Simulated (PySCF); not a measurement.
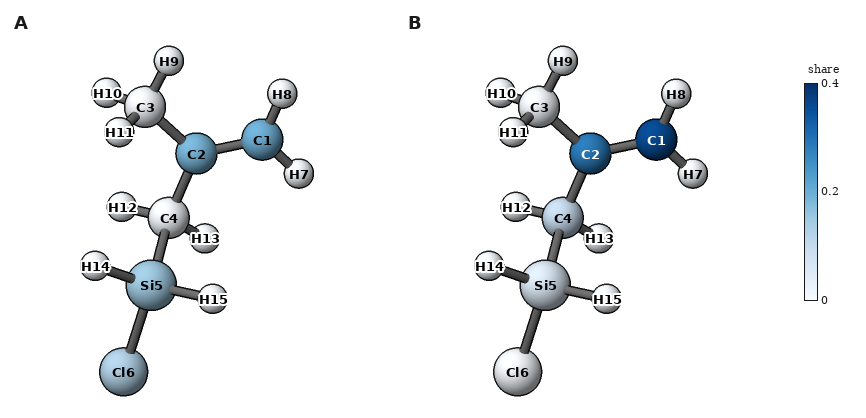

Each panel colours the atoms by their Löwdin share in one orbital (up to four of the largest shares; other atoms are shown as zero). Computed geometry: GFN2-xTB optimisation. No frequency run is at hand to confirm it as a minimum. Computed with B3LYP/def2-SVPD (PySCF 2.14.0).

Question: The panels show the HOMO, LUMO, in some order. Which is which?

Answer: A: LUMO, −0.28 eV; C1 0.19, C2 0.18, Si5 0.15, Cl6 0.12
B: HOMO, −6.92 eV; C1 0.36, C2 0.28, C4 0.09, Si5 0.05

The geometry is semi-empirical. Around Si such bond lengths and angles can be off by a tenth of an ångström or more and by several degrees, and values that hang on the shape move with them.
